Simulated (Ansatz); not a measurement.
The parent structure is MgS in the rock salt structure (space group Fm-3m, No. 225; a = 5.203 Å). Axes: x, y, z lie along the cube axes.

The change: compressive biaxial strain of 1.67 % in the plane normal to [111], as in epitaxy on a mismatched substrate; the out-of-plane cell vector and the atoms relax.

All numbers come from r2SCAN (Ansatz, a quantum-chemistry and plane-wave program), spin-orbit coupling left out.

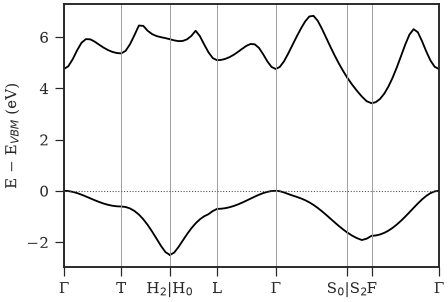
*Highest valence and lowest conduction band along the path of the changed cell's own zone*

Question: From the figure, how large is the changed gap, and is it direct?

Answer: About 3.4 eV, indirect, Γ → F.

Whether these cells are dynamically stable was not tested. k-point labels follow each cell's own Brillouin zone.
